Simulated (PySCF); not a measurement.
C2Br2O, SMILES `O=C=C(Br)Br`.

Computed with PySCF, def2-SVP basis, geometry: GFN2-xTB. No frequency check shows the geometry to be a minimum. GFN2-xTB bond lengths at metals and heavier atoms can be off by up to 0.1 Å and shapes distorted, which carries into these values.

Cartesian coordinates (Å):

```
O1      -0.0038    2.9039    0.0000
C2      -0.0015    1.7467    0.0000
C3       0.0002    0.4467    0.0000
Br4      1.6401   -0.5188    0.0000
Br5     -1.6391   -0.5210    0.0000
```

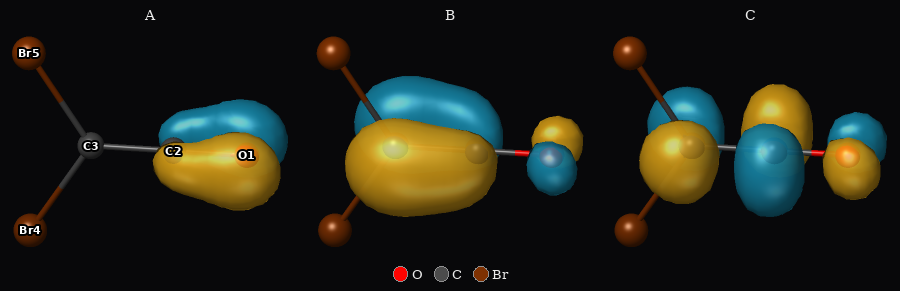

Natural orbitals of the π active space, CASSCF(4,3), singlet state, in random order.

Q: Which orbitals are strongly, which singly and which weakly occupied?

A: Strongly: A (2.00), B (1.95). Weakly: C (0.05). Broadly, orbitals with more nodes between bonded atoms hold fewer electrons.

Q: How multiconfigurational is the state?

A: The leading determinant weighs 0.97; the effective number of unpaired electrons, Σ n²(2−n)², is 0.02; the most occupied of the weakly occupied orbitals holds 0.05 e, as in an ordinary closed-shell π system. The active space lowers the energy by 0.62 eV against Hartree–Fock.

Q: Where does the lowest triplet lie relative to the singlet, at this geometry and within this active space?

A: 5.75 eV above it by strongly contracted NEVPT2 (+5.71 eV by CASSCF); a small basis tends to put such gaps a few tenths of an eV too high. This is a vertical energy for π states alone; a state that uses lone pairs or σ orbitals may lie lower.
